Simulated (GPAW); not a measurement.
Band structure of MnAu (Pm-3m, 2 atoms in the cell).

```yaml
crystal:
  lattice:
    - [3.20776, 0.00000, 0.00000]
    - [0.00000, 3.20776, 0.00000]
    - [0.00000, 0.00000, 3.20776]
  atoms:
    - { symbol: Mn, position: [0.50000, 0.50000, 0.50000], spin: 4.0 }
    - { symbol: Au, position: [0.00000, 0.00000, 0.00000] }
```
(The spins are starting values, not results.)

Computed with LDA (Perdew-Wang 92), GPAW PAW datasets LDA (gpaw-data 1.0.1) (plane waves; GPAW).

Settings: spinpol = true; mode = pw; ecut = 850 eV; xc = LDA; kpts = 10 10 10; mesh shift (steps) = 0 0 0; occupations.name = fermi-dirac; occupations.width = 0.05 eV; nbands = -8; convergence.density = 1e-05 e/electron; symmetry.symmorphic = false; symmetry.tolerance = 0.0005; maxiter = 100; bandpath_npoints = 40.

The starting cell comes from a database of computed structures (which also holds hypothetical and non-ambient phases and stackings), without a prior relaxation at this level. Spin-orbit coupling is off. With one magnetic atom in the cell only a parallel order is possible.

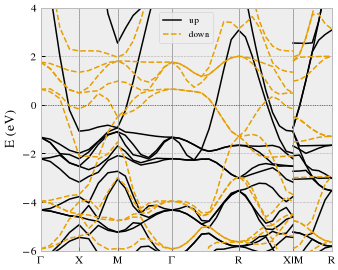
*Bands along the path, energies from the Fermi level.*

Levels in eV from the Fermi level, bands 12 to 19 of the first spin channel:
```
point     12     13     14     15     16     17     18     19
-----  -----  -----  -----  -----  -----  -----  -----  -----
Γ      -2.22  -1.34  -1.34  -1.34   6.21   6.21   6.21  11.50
X      -2.53  -2.53  -2.22  -1.99  -1.09  12.18  12.18  12.73
M      -1.69  -1.11  -1.11  -0.95  -0.95   2.54   5.11  13.25
R      -3.01  -1.67  -1.67   3.07   5.60   5.60   5.60   5.66
```

Bands cross the Fermi level along this path, so the cell is metallic at this level.

The net moment of the cell came out as 4.02 μB.
